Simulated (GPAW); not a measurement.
Consider TiSi2 (Zhiqinite, Fddd).

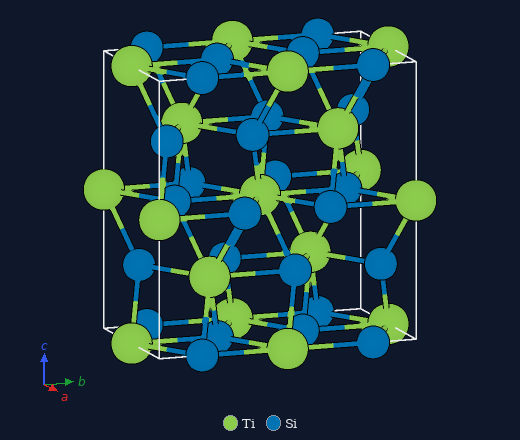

The structure (titanium green, silicon blue). Some periodic images of atoms are drawn too.

```
Ti Si
1.0
     0.00000    4.11800    4.26150
     2.38650    0.00000    4.26150
     2.38650    4.11800    0.00000
Ti Si
2 4
Direct
  0.50000 0.50000 0.50000
  0.75000 0.75000 0.75000
  0.83300 0.16700 0.83300
  0.16700 0.83300 0.16700
  0.41700 0.08300 0.41700
  0.08300 0.41700 0.08300
```

Absorber: atom 3, with 2 Ti at 2.54 Å, 2 Si at 2.54 Å, 1 Ti at 2.74 Å, 3 Si at 2.75 Å, 2 Ti at 2.75 Å and 4 Si at 3.19 Å (14-fold, site symmetry 2). Method: GPAW, LDA, excited-electron core hole (neutral cell), 18-atom cell with 5.9 Å between holes, 6×6×6 k points, dipole transitions, Gaussian full width 0.9 eV up to 4 eV, rising linearly to 3.5 eV at 25 eV.

The database entry behind the starting cell is an old determination (1939), so it need not match the best structure at ambient conditions.

Q: Predict the near-edge structure at the Si K edge.

Main maxima up to 24 eV above the zero (height): 2.3 eV (1.54), 3.9 eV (1.89), 5.8 eV (1.83), 10.0 eV (0.88) and 14.9 eV (0.85). A K edge sees empty p states on the absorber. The total-energy difference is 1843.08 eV. One term is added: -14.86 eV, since the hole is spin-paired here and a spin-polarised one costs that much less in the free atom (computed apart). The photon energy is then 1828.22 eV. The tabulated edge of the element is 1839 eV. The functional leaves an error in such absolute values: in the free atom LDA prices this hole 7.8 eV below PBE (computed apart), and PBE is itself good to a few eV.

The Si K spectrum (energy from the lowest empty level; intensity scaled to a mean of 1 over the first 20 eV; polarised curves are means over the symmetry-equivalent atoms):

```csv
E (eV),isotropic,ε ∥ x,ε ∥ y,ε ∥ z
-2.0,0.00,0.00,0.00,0.00
-0.5,0.03,0.03,0.04,0.04
1.0,0.68,0.54,0.66,0.83
2.5,1.46,1.57,1.67,1.15
4.0,1.87,2.07,1.96,1.59
5.5,1.80,2.15,1.82,1.42
7.0,1.18,1.27,0.97,1.29
8.5,0.79,0.70,0.77,0.91
10.0,0.88,0.78,0.87,1.01
11.5,0.78,0.72,0.74,0.87
13.0,0.76,0.76,0.67,0.84
14.5,0.85,0.88,0.74,0.93
16.0,0.81,0.88,0.75,0.81
17.5,0.73,0.71,0.72,0.75
19.0,0.71,0.61,0.74,0.76
20.5,0.71,0.63,0.72,0.79
22.0,0.71,0.67,0.71,0.74
23.5,0.70,0.68,0.73,0.69
25.0,0.72,0.70,0.79,0.67
26.5,0.78,0.76,0.86,0.71
28.0,0.84,0.84,0.89,0.79
29.5,0.86,0.91,0.86,0.83
31.0,0.88,0.94,0.85,0.84
```

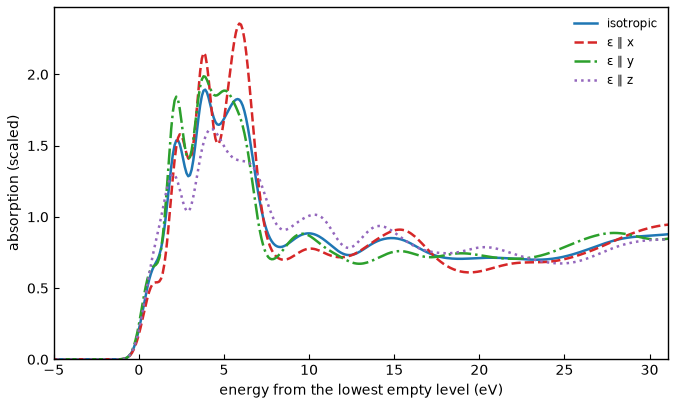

The Si K edge.

The holes are only 5.9 Å apart, so the shape is probably not converged with cell size; no larger cell was run here. The structure is a published determination, not relaxed.

[Banner, clock and machine lines of the logs are left out without a mark of their own.]

[Logs are printed without paths, hosts, clocks, repeated set-up lines and the standing remarks that a program may print on its own settings, such as how far it seeks lower states.]

[Hosts, paths, dates, database ids (printed as entryN), source tags and the programs' standing remarks are cut or masked in the printed files.]

[Lists of maxima count a maximum above −3 eV only where it reaches 4 % of the highest in the window and stands out from its surroundings by 2 % of it (1.5 % where it reaches 55 %); shoulders and weaker maxima are passed over, and of the rest the first, up to two pre-edge ones and the few strongest are named.]
